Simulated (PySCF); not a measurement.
# C4H10Si (SMILES C1CC[SiH2]C1): what the fields show

```xyz
15

C     0.4325   -0.7519    0.9749
C    -0.7773   -1.0473    0.0835
C    -1.3230    0.2804   -0.4673
Si    0.2485    1.3047   -0.7770
C     1.4043    0.1594    0.2070
H     0.9186   -1.6816    1.3140
H     0.0850   -0.2334    1.8865
H    -1.5485   -1.6169    0.6281
H    -0.4539   -1.6885   -0.7562
H    -1.9362    0.7889    0.2961
H    -1.9614    0.1460   -1.3531
H     0.1618    2.6932   -0.2240
H     0.6226    1.4114   -2.2227
H     2.0082   -0.4332   -0.5010
H     2.1101    0.6847    0.8675
```

Geometry: PBE0-D3(BJ)/def2-SVP.

All numbers below come from wB97X-D/def2-SVPD, SCF density, gas phase in PySCF 2.14.0.

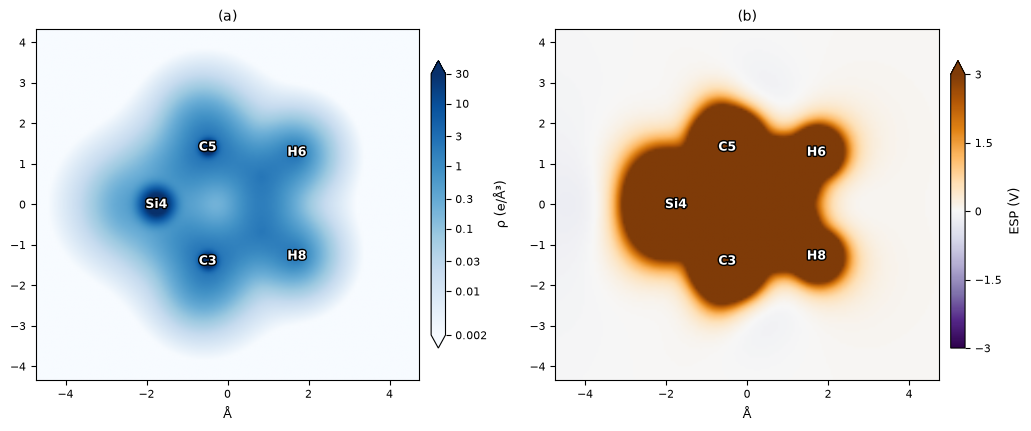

Figure 1. (a) electron density; (b) molecular electrostatic potential on the plane of atoms C3, Si4 and C5.

Read the bonding off the picture.

The section cuts through C, Si and H sites. C–Si (1.90 Å): ρ at the midpoint is about 0.93 e/Å³. The potential has no marked negative region in this plane.

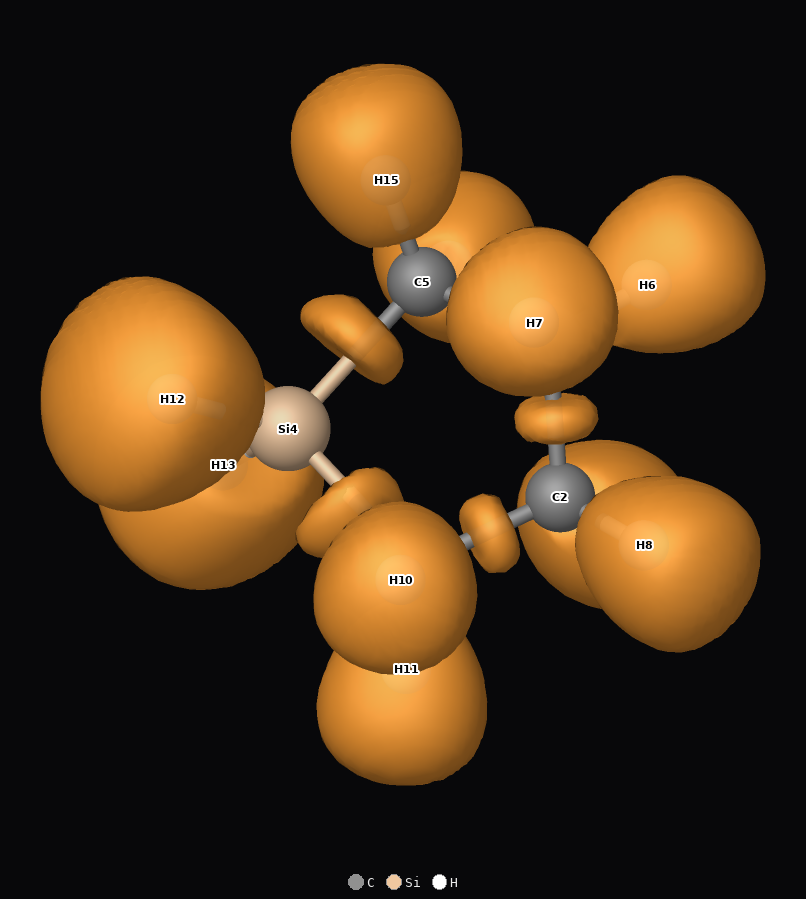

Figure 2. Isosurface of the electron localisation function at 0.85 (orange), seen at a tilt. Only the valence region is drawn (cores and ρ < 0.01 e/Å³ removed).

Identify the bonds, lone pairs and shells in this picture.

The ELF exceeds this value in three regions between bonded C–C atoms (shared pairs), two regions between bonded C–Si atoms (shared pairs) and ten regions around hydrogen nuclei. Along the contacts the grid gives the following. C–C (1.53 Å): the ELF peaks at about 0.95 between the atoms: localised, covalent bonding. C–Si (1.90 Å): the ELF peaks at about 0.95 between the atoms; a covalent bond.

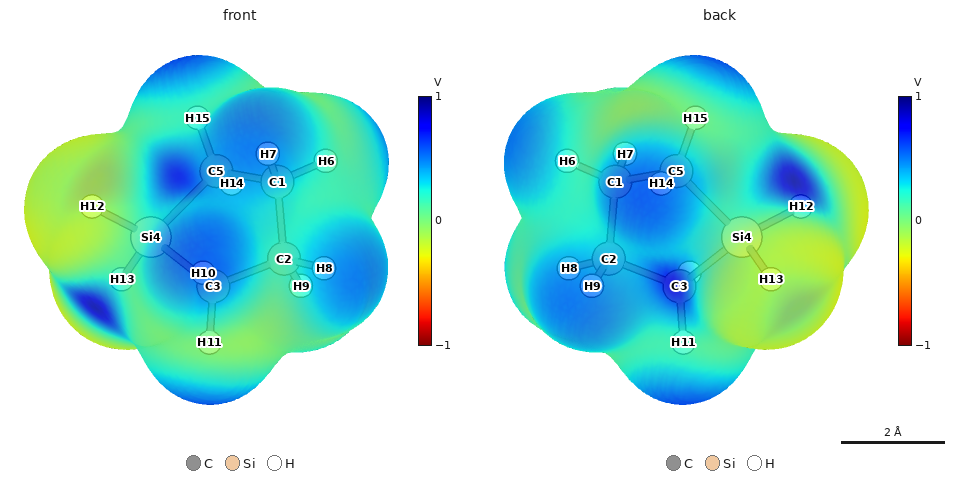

Figure 3. The molecular electrostatic potential painted on the density surface at 0.002 e/bohr³, seen from the front and from behind; the colour scale runs from red (negative) to blue (positive).

Where is the surface potential most negative and most positive?

The most negative region (about −0.2 V) lies over H12 and H13, the most positive (about +0.8 V) over Si4.
